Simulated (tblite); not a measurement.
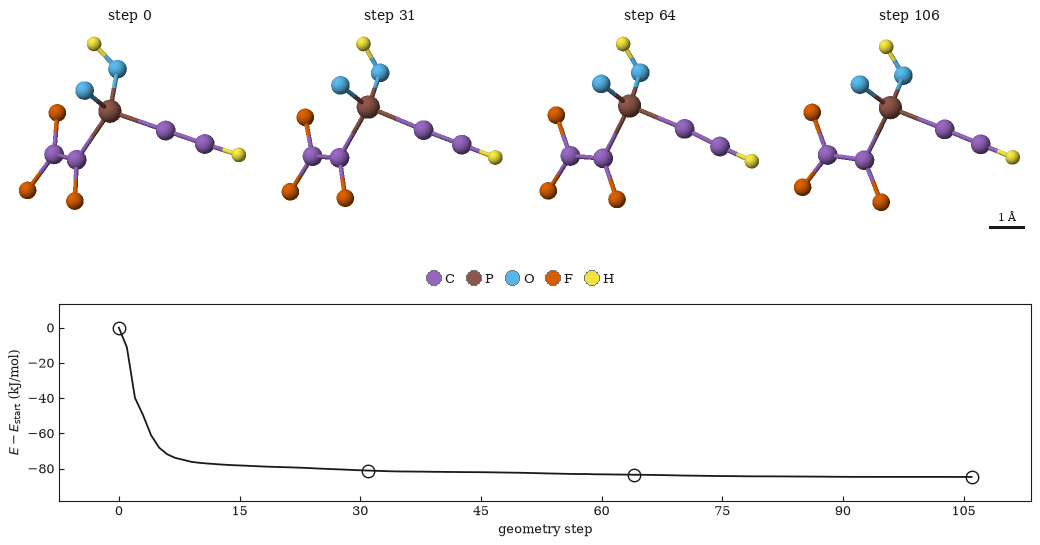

Frames of a relaxation of C4H2F3O2P, marked on the history of the run. The picture is a ball-and-stick view, seen at a tilt.

Method: GFN2-xTB geometry optimisation, gas phase (tblite 0.8.0). 

What happens along the run?

Answer. The energy falls by 84.8 kJ/mol in 106 geometry steps. The atom that moves furthest after the best rigid fit is an F atom (0.93 Å). By element the largest moves are F 0.93 Å, H 0.37 Å, O 0.33 Å, C 0.29 Å, P 0.11 Å. Among the contacts that change: O–P 1.675 → 1.594 Å, C–F 1.387 → 1.318 Å, O–P 1.514 → 1.459 Å, C–P 1.791 → 1.841 Å. Bond angles that change, for instance: O–P–C 113.3° → 103.7°, F–C–F 120.6° → 111.1°, C–C–F 121.0° → 128.9°. Groups turn about C–P by about 35°. From step 0 to 31: an F atom moves most (0.37 Å), energy −81.1 kJ/mol. From step 31 to 64: an F atom moves most (0.41 Å), energy −2.36 kJ/mol. From step 64 to 106: an F atom moves most (0.31 Å), energy −1.27 kJ/mol.
